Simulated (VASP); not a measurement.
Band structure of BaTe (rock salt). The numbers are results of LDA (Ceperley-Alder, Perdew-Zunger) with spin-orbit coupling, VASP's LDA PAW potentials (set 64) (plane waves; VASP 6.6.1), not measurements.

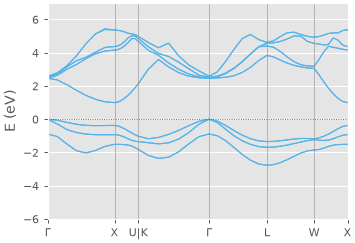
Figure. Bands along high-symmetry lines, zero at the valence-band maximum or, without a gap, the Fermi level

### Question
Read the plot: is there a gap, and where are the band edges?

### Answer
The gap is indirect, 1.00 eV, from the valence maximum at Γ to the conduction minimum at X.

The compound is BaTe in the rock salt structure. It was relaxed first.
